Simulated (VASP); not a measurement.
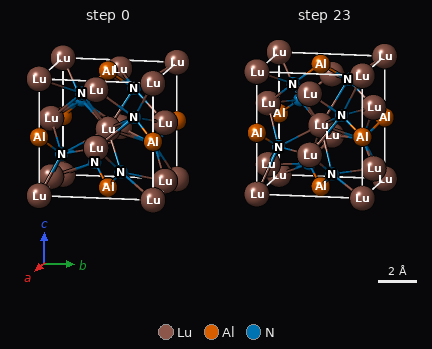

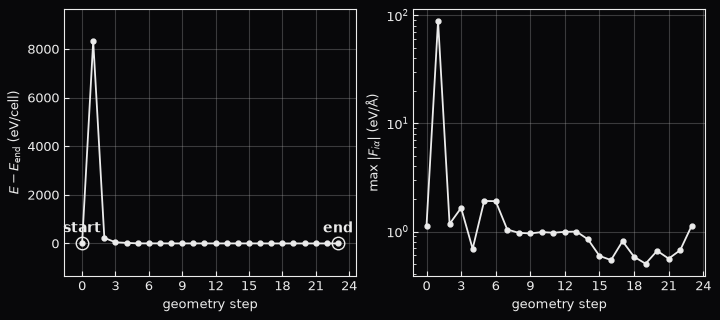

First and last geometry of a relaxation of solid Lu3AlN4 (a generated structure, set up in P-42_1c), with the history of the run. A ball-and-stick model of the cell of the calculation, seen slightly off an axis.

The run lets cell and atoms move.

These are results of Kohn-Sham DFT of a periodic cell, PBE, VASP PAW PBE potentials, recommended in VASP, not measurements.

Input file:
```
ALGO = Fast
EDIFF = 1E-4
EDIFFG = -0.08
ENCUT = 520
GGA = PE
IBRION = 2
ISIF = 3
ISMEAR = 0
LASPH = True
LCHARG = False
LREAL = Auto
LWAVE = False
NELM = 60
NSW = 24
PREC = Normal
SIGMA = 0.15
```

Run as
```bash
cat potpaw_PBE.64/Lu/POTCAR potpaw_PBE.64/Al/POTCAR potpaw_PBE.64/N/POTCAR > POTCAR
mpirun -np 4 vasp_std > vasp.out
```

What do the curves and the structures tell?

Answer. The relaxation stopped without meeting its thresholds, so the last structure isn't shown to be converged. The largest moves relative to the cell, 0.60 Å, are those of Lu atoms. By element the largest moves are Lu 0.60 Å, N 0.28 Å. Al stays in place. The drawn cell changes as follows: a = b 6.200 → 5.746 Å (−7.3 %), c 6.330 → 6.642 Å (+4.9 %); the volume changes by −9.9 %. Some distances before and after: Lu–N 2.662 → 2.209 Å, Lu–N 3.045 → 2.683 Å, Lu–N 2.590 → 2.858 Å, Lu–Lu 3.165 → 3.321 Å. Among the angles between lasting bonds that change: N–Lu–N 107.4° → 82.9°, N–Lu–N 151.0° → 173.7°, N–Lu–N 124.9° → 104.4°. The space group stays P-42_1c (No. 114). Over 23 geometry steps the energy falls by 5.701 eV per cell of the calculation. The largest force component goes from 1.1 to 1.1 eV/Å. The pressure goes from −18.53 to −3.45 GPa. At step 1 the optimiser overshot: the energy rose above the start, and later steps came back.
